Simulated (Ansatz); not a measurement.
# FH3Si···H5NSi: what the fields show

```
atom    x (Å)    y (Å)    z (Å)
  Si   0.6501  -0.0238  -0.3839
   F   0.6411  -0.9021   0.9562
   H   1.9888  -0.1518  -0.9823
   H   0.3905   1.3801  -0.0462
   H  -0.3589  -0.5502  -1.3112
   N  -2.3474  -0.1221   1.4701
   H  -2.9436  -0.7877   1.0230
  Si  -3.0504   1.2211   2.3018
   H  -3.7958   0.8821   3.5371
   H  -1.9647   2.1455   2.6787
   H  -3.9991   1.8881   1.3890
   H  -1.5488  -0.5791   1.8601
```

All numbers below come from Ansatz, RHF/6-31G*.

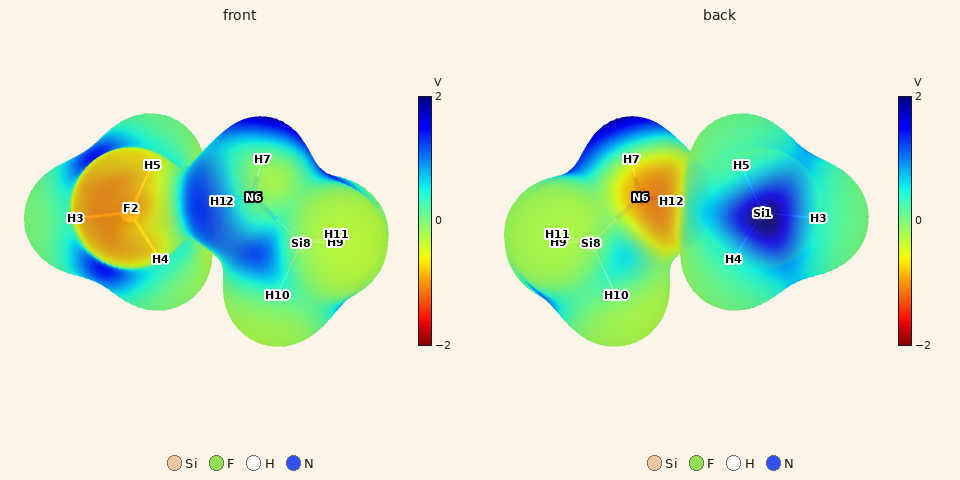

Figure 1. The electrostatic potential painted on the density surface at 0.002 e/bohr³, seen from the front and from behind; red is negative and blue positive.

> Where is the surface potential most negative and most positive?

The most negative region (about −1.1 V) lies over F2 and N6, the most positive (about +1.8 V) over Si1 and H7.

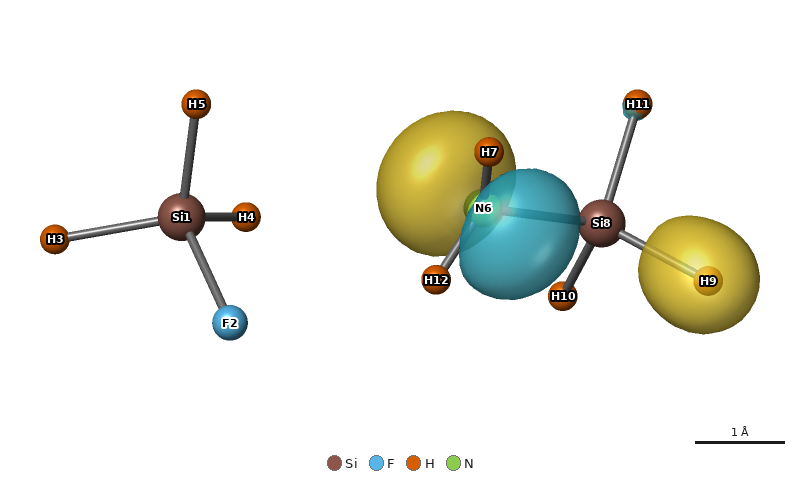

Figure 2. The HOMO at ±0.2 Å⁻³ᐟ² (yellow and cyan are the two phases), seen from one side.

> Describe this orbital and give its energy.

Its weight (Hirshfeld) is mainly on N6 (about 60 %), Si8 (about 15 %) and H9 (about 15 %). Its energy is −10.78 eV.

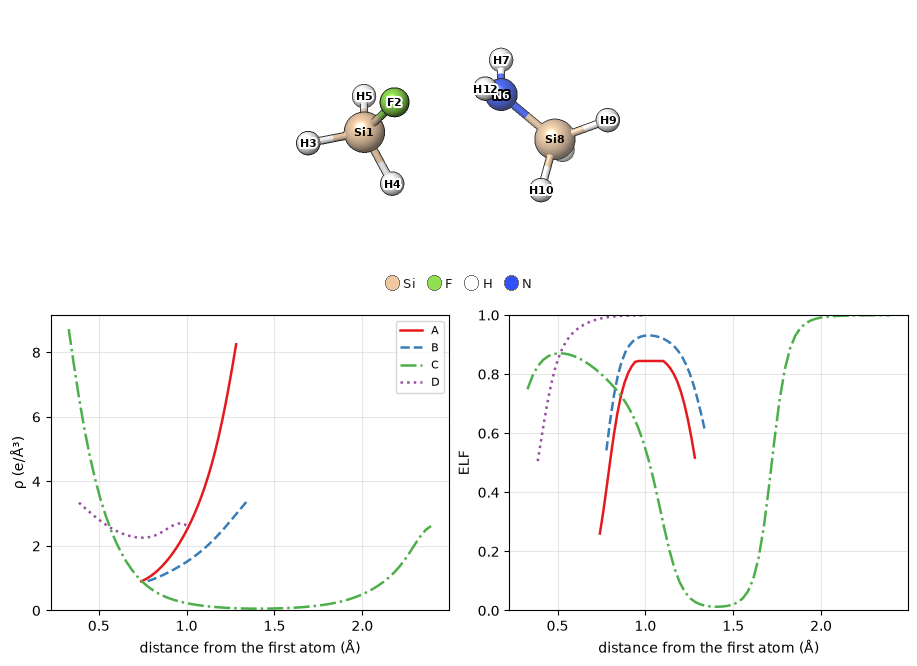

Figure 3. Electron density and electron localisation function along straight lines between neighbouring atoms. The curves leave out the atomic cores. The structure is drawn too.

> Which curve belongs to which contact (F–H, N–H, Si–F and Si–N)? The first atom named is at distance zero.

Curve A: Si–F (1.60 Å): the density is about 1.1 e/Å³ at the midpoint; the ELF peaks at about 0.85 in the valence shell of F, 0.6 Å from its nucleus, and is about 0.50 at the midpoint. Curve B: Si–N (1.73 Å): ρ is about 1.1 e/Å³ halfway; the ELF peaks at about 0.95 between the atoms: a polar covalent bond. Curve C: F2···H12 (2.39 Å): the density falls to about 0.06 e/Å³ on the way; the ELF dips to about 0 between them (a closed-shell contact with the geometry of a hydrogen bond). Curve D: N–H (1.00 Å): the density is about 2.8 e/Å³ at the midpoint; the ELF climbs to about 1 towards the hydrogen, as it does in any bond to H (a covalent bond by its length).

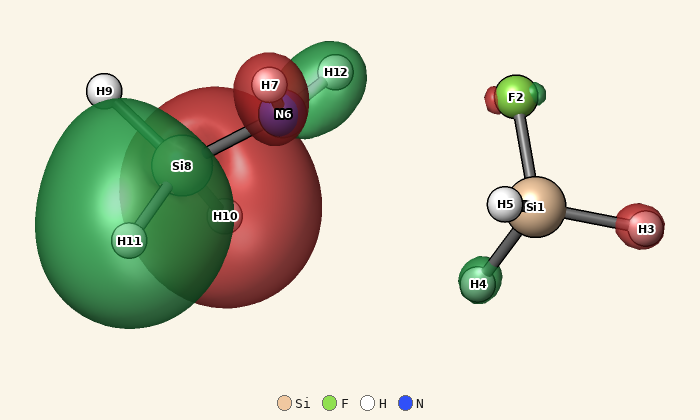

Figure 4. The HOMO−1 at ±0.08 Å⁻³ᐟ² (green and red are the two phases), seen at an oblique angle.

> Where does this orbital lie, and at what energy?

Its weight (Hirshfeld) is mainly on Si8 (about 40 %), H10 (about 30 %) and H11 (about 25 %). Its energy is −12.91 eV.
